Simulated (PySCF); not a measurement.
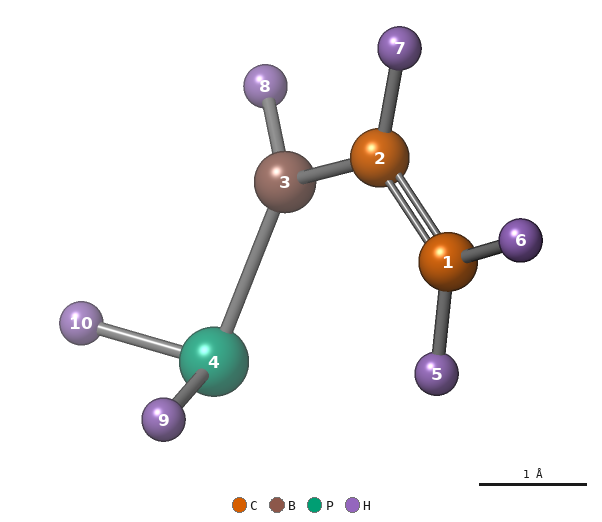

Orthographic view. Atoms fade into the background with distance from the viewer. The geometry was computed by an optimisation with PBE0-D3(BJ)/def2-SVP. No frequency run is at hand to confirm it as a minimum.

Write a MOL file (V2000) with the atoms in numerical order, bonds sorted by atom number with the orders drawn, and coordinates in the frame of the picture: x right, y up, z towards the viewer, origin at the mean position.

```
C2H6BP
                    3D

 10  9  0  0  0  0  0  0  0  0999 V2000
    1.2100   -0.1500    1.1600 C   0  0  0  0  0  0  0  0  0  0  0  0
    0.5700    0.8300    0.5000 C   0  0  0  0  0  0  0  0  0  0  0  0
   -0.3200    0.6000   -0.7400 B   0  0  0  0  0  0  0  0  0  0  0  0
   -0.9900   -1.0900   -1.2500 P   0  0  0  0  0  0  0  0  0  0  0  0
    1.1000   -1.2100    0.8800 H   0  0  0  0  0  0  0  0  0  0  0  0
    1.8900    0.0500    1.9900 H   0  0  0  0  0  0  0  0  0  0  0  0
    0.7500    1.8600    0.8400 H   0  0  0  0  0  0  0  0  0  0  0  0
   -0.5100    1.5000   -1.5300 H   0  0  0  0  0  0  0  0  0  0  0  0
   -1.4700   -1.6400   -0.0300 H   0  0  0  0  0  0  0  0  0  0  0  0
   -2.2400   -0.7300   -1.8200 H   0  0  0  0  0  0  0  0  0  0  0  0
  1  2  2  0
  1  5  1  0
  1  6  1  0
  2  3  1  0
  2  7  1  0
  3  4  1  0
  3  8  1  0
  4  9  1  0
  4 10  1  0
M  END
```
